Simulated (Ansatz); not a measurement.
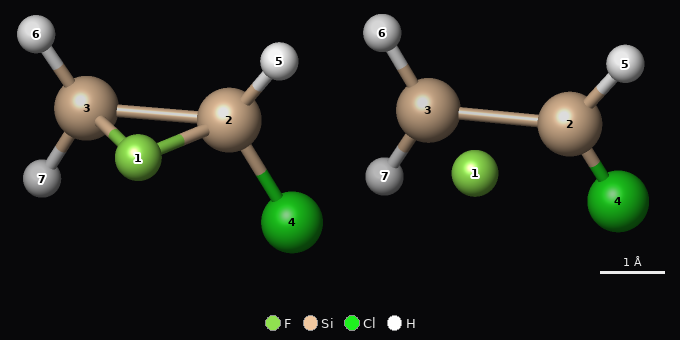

Two geometries of Si$_{2}$H$_{3}$ClF (charge +1), drawn at one scale. One is the start of a relaxation, the other its converged end. Style: ball-and-stick. Shown at a tilt.

Method: RKS PBE-D4/def2-SVP in Ansatz. Settings: force threshold 0.03 eV/Å; at most 250 steps.

**Which one is relaxed?**

The left one is the relaxed one. It is one of the separated reactants of a reaction. The atom that moves furthest after the best rigid fit is F1 (0.44 Å). Largest moves by element: F 0.44 Å, Cl 0.40 Å, H 0.20 Å, Si 0.06 Å. Among the contacts that change: Si2–Cl4 1.560 → 2.010 Å, F1–Si3 2.239 → 1.861 Å, F1–Si2 2.221 → 1.888 Å, Si2–H5 1.468 → 1.490 Å. New bonds form, among them: F1–Si3 (2.24 → 1.86 Å). Among the angles between lasting bonds that change: Si3–Si2–H5 127.4° → 124.7°, Cl4–Si2–H5 114.0° → 116.0°. After 5 geometry steps the energy has fallen by 5.878 eV. The largest force component goes from 25 to 0.027 eV/Å. The run took 9.5 s on 2 threads of Arm Neoverse V1, with other jobs on the host.

Limits of the set-up: the start holds two separate molecules, 2.2 Å apart at their closest, whose relative position is a soft coordinate.
